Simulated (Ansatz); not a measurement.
# CH2NSn (SMILES N#[C][SnH2]) at U-revPBE/def2-SVPD (core potential)

Aim: the vertical electron affinity of CH2NSn at U-revPBE/def2-SVPD (core potential), from 2 runs. 

The results are computed with Ansatz 0.2.0.

60 further runs of the same task are left out: 60 set aside as unsound or not needed. Runs told in other sessions of the task aren't counted.

### Step 1. The system as given

CH2NSn: 5 atoms, total charge 0, spin state doublet. SMILES: `N#[C][SnH2]`. The coordinates come from a PBE0-D4/def2-TZVP relaxation.

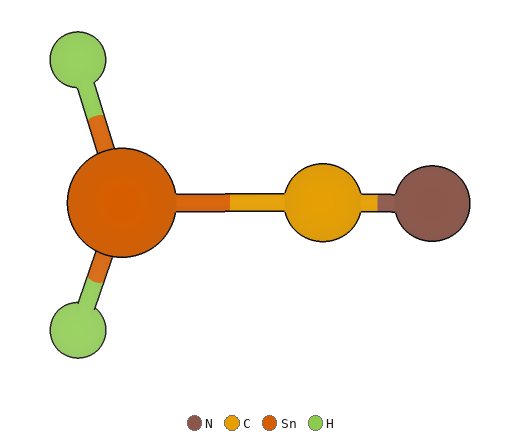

Viewed from a chosen angle; nitrogen brown, carbon amber, tin orange, hydrogen green.

### Step 2. The energy at U-revPBE/def2-SVPD (core potential)

job.yaml reads:

```yaml
crystal:
  periodic: [false, false, false]
  atoms:
    - {symbol: "N", position_ang: [0.833800, -1.535700, 1.665600]}
    - {symbol: C, position_ang: [0.506000, -0.851500, 0.796000]}
    - {symbol: Sn, position_ang: [0.009600, 0.331100, -0.886300]}
    - {symbol: H, position_ang: [-1.648500, 0.038200, -1.184000]}
    - {symbol: H, position_ang: [0.349000, 1.944400, -0.432600]}
basis:
  gaussian:
    orbitals: def2-SVPD
magnetization:
  spin_polarized: true
  initial_magnetization: 1
accuracy: high
output: {orbitals: {seedname: orbitals}}
hamiltonian:
  xc: {name: revPBE}
```

Started as:

```console
$ ansatz run job.yaml --threads 1 --pin off --max-ram 3480MiB --events-out events.jsonl --progress --plain --runs-dir runs
```

Log:

```text
Warning: RAYON_NUM_THREADS=1 ignored (pool sized by the plan → 1); use --threads N
Functional definition: revPBE
  name "revPBE"
  parameter kappa = 1.245
  parameter beta = 0.06672455060314922
  exchange = pbe_x(kappa = kappa, mu = beta*pi^2/3)
  correlation = pbe_c(beta = beta)
1938 factors; integrals over basis functions are off by at most 2.8e-9 eV
mean field evaluation 1: about -8381.2466 eV, gradient 3.4e1 eV
mean field evaluation 2: about -8288.4244 eV, gradient 1.1e2 eV
mean field evaluation 4: about -8385.2859 eV, gradient 2.4e1 eV
mean field evaluation 8: about -8387.6833 eV, gradient 2.1e-1 eV
mean field evaluation 16: about -8387.6836 eV, gradient 1.1e-4 eV
mean field -8387.68356531 eV, -308.2416856492 hartree, gradient 4.8e-8 eV, S^2 0.751587; 0 other end points of the search recorded, 0 dependent functions left out
reference -8387.68357005 eV, -308.2416858231 hartree; 19, 18 occupied and 69, 70 virtual orbitals, 1938 factors
Total energy: -8387.68357005 eV, -308.2416858231 hartree
```

Run time: 7.8 s. Hardware: 1 thread of Arm Neoverse V2, shared host; peak memory 0.27 GiB.

### Step 3. The singlet anion, same level

input.yaml reads:

```yaml
basis:
  gaussian: {orbitals: def2-SVPD}
crystal:
  periodic: [false, false, false]
  atoms:
    - {symbol: N, position_ang: [0.833800, -1.535700, 1.665600]}
    - {symbol: C, position_ang: [0.506000, -0.851500, 0.796000]}
    - {symbol: Sn, position_ang: [0.009600, 0.331100, -0.886300]}
    - {symbol: H, position_ang: [-1.648500, 0.038200, -1.184000]}
    - {symbol: H, position_ang: [0.349000, 1.944400, -0.432600]}
total_charge: -1
hamiltonian: {xc: {name: revPBE}}
accuracy: high
output: {orbitals: {seedname: orbitals}}
```

Started as:

```console
$ ansatz run input.yaml --threads 1 --pin off --max-ram 3480MiB --events-out events.jsonl --progress --plain --runs-dir runs
```

Log:

```text
Warning: RAYON_NUM_THREADS=1 ignored (pool sized by the plan → 1); use --threads N
Functional definition: revPBE
  name "revPBE"
  parameter kappa = 1.245
  parameter beta = 0.06672455060314922
  exchange = pbe_x(kappa = kappa, mu = beta*pi^2/3)
  correlation = pbe_c(beta = beta)
1938 factors; integrals over basis functions are off by at most 2.8e-9 eV
mean field evaluation 1: about -8388.3914 eV, gradient 1.9e1 eV
mean field evaluation 2: about -8387.8698 eV, gradient 2.5e1 eV
mean field evaluation 4: about -8389.6539 eV, gradient 2.1e0 eV
mean field evaluation 8: about -8389.6666 eV, gradient 4.8e-2 eV
mean field evaluation 16: about -8389.6666 eV, gradient 1.8e-6 eV
mean field -8389.66659519 eV, -308.3145606530 hartree, gradient 9.7e-8 eV, S^2 0.000000; 0 other end points of the search recorded, 0 dependent functions left out
reference -8389.66660050 eV, -308.3145608479 hartree; 19, 19 occupied and 69, 69 virtual orbitals, 1938 factors
Total energy: -8389.66660050 eV, -308.3145608479 hartree
```

Run time: 4.8 s. Hardware: 1 thread of Arm Neoverse V2, shared host; peak memory 0.22 GiB.

### Step 4. Summary of results

At U-revPBE/def2-SVPD (core potential):

```
                                                            quantity          value
                                        doublet CH2NSn: total energy  -308.24169 Eh
                  doublet CH2NSn: HOMO energy (highest over α and β)       -5.96 eV
                   doublet CH2NSn: LUMO energy (lowest over α and β)       -4.74 eV
                                                doublet CH2NSn: ⟨S²⟩          0.752
                                         singlet anion: total energy  -308.31456 Eh
                                          singlet anion: HOMO energy        0.76 eV
                                          singlet anion: LUMO energy        3.48 eV
singlet anion: HOMO–LUMO gap (to an unbound level, set by the basis)        2.72 eV
                   vertical electron affinity (to the singlet anion)       1.983 eV
```

At fixed nuclei the extra electron is bound by 1.98 eV (191 kJ/mol). The HOMO (singlet anion) lies at positive energy, 0.76 eV, from the functional's self-interaction, a short basis or an electron that isn't bound; only total energies against the neutral tell.
